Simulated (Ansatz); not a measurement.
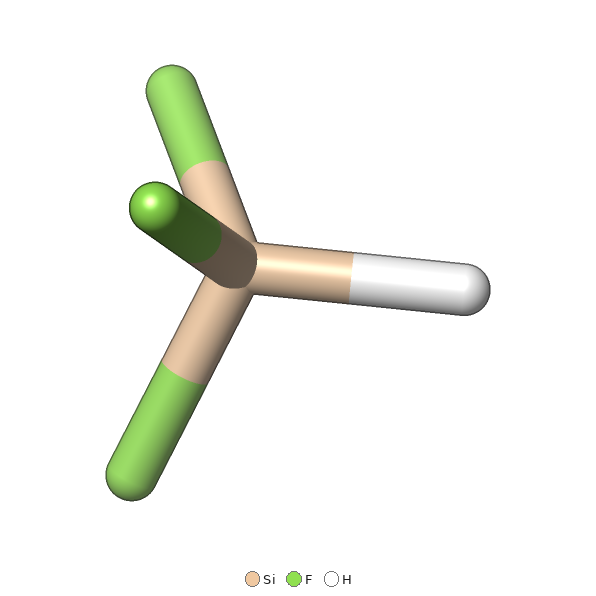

What is the molecular formula?

Answer. F₃HSi, 5 atoms: 3 fluorine, 1 hydrogen and 1 silicon.

How many sets of symmetry-equivalent atoms are there?

Answer. 3: 1 Si, 3 F, 1 H.

Which point group does it belong to?

Answer. C3v.

The parts below concern this one geometry. Atoms keep their numbers from picture to picture. The geometry was computed by an optimisation with PBE0-D4/def2-TZVP.

Geometry

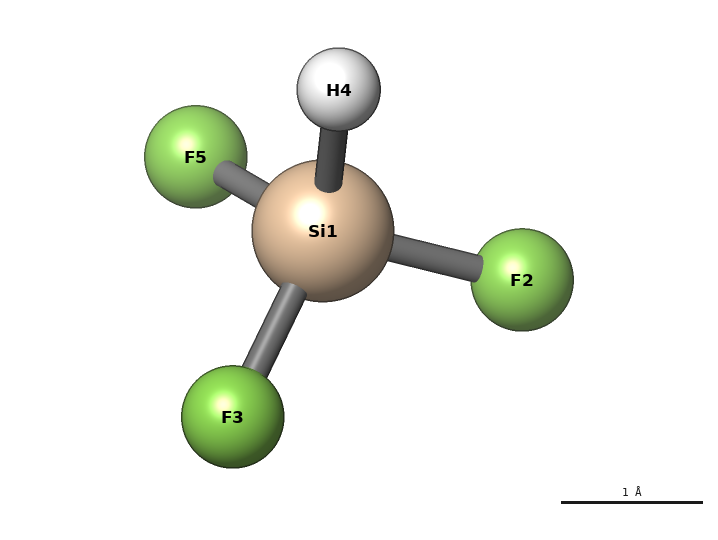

The atoms are numbered.

Give these bond angles: F2–Si1–F3, F2–Si1–H4.

```csv
angle,degrees
F2–Si1–F3,108.3
F2–Si1–H4,110.7
```

Dipole moment

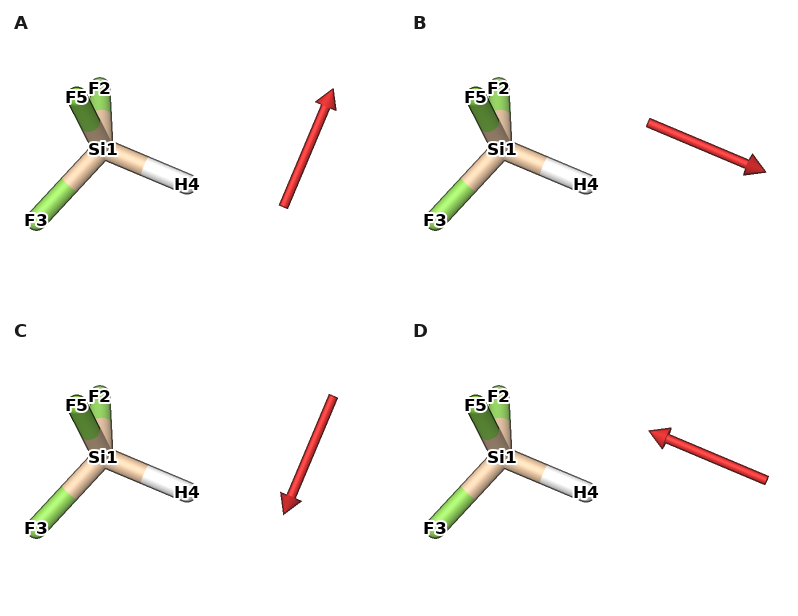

The same molecule four times, each with an arrow. Level of theory: RKS PBE0-D4/def2-TZVP (Ansatz 0.2.0).

Which arrow points along the dipole moment, from the negative to the positive end?

Answer. B. The dipole moment is 1.32 D; it points from the side of F2, F3, F5 to the side of H4 (the outermost atoms at the two ends).

Vibrations

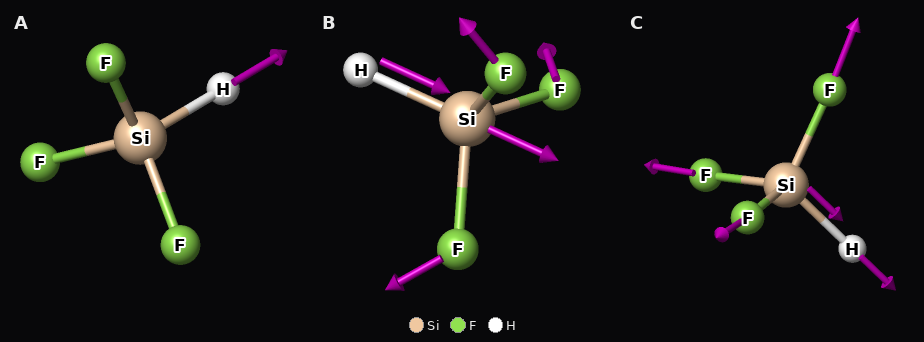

3 normal modes of one molecule or complex, as arrows. Harmonic vibrations computed with RKS PBE0-D4/def2-TZVP (Ansatz 0.2.0) at a stationary point of the same level.

Match the panels to the wavenumbers 416 cm⁻¹, 855 cm⁻¹, 2362 cm⁻¹.

Answer. A: 2362 cm⁻¹, Si–H stretching
B: 416 cm⁻¹, angle bending
C: 855 cm⁻¹, in-phase stretching of 3 F–Si bonds

Charges

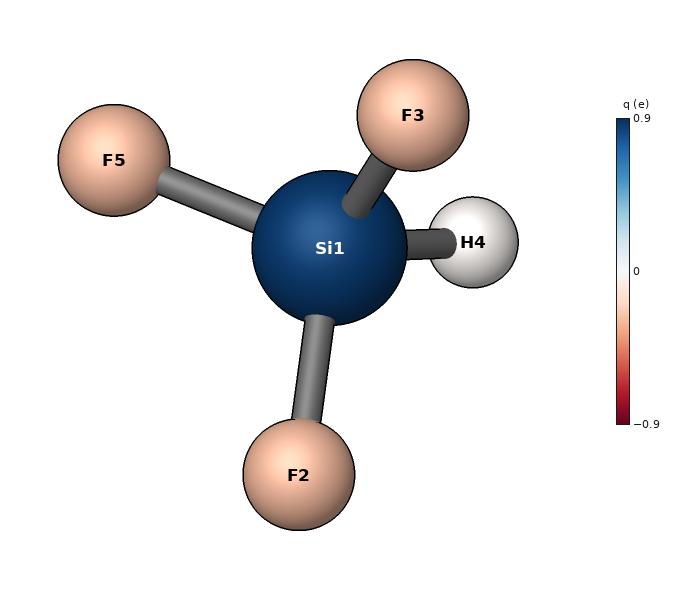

Atoms are coloured by their Mulliken charges. Level of theory: RKS PBE0-D4/def2-TZVP (Ansatz 0.2.0).

List the Mulliken charges.

```json
{"atom": "Si1", "value (e)": "0.86"}
{"atom": "F2", "value (e)": "−0.28"}
{"atom": "F3", "value (e)": "−0.28"}
{"atom": "H4", "value (e)": "−0.02"}
{"atom": "F5", "value (e)": "−0.28"}
```

Mulliken values depend strongly on the basis set and can even reverse the polarity of a bond.
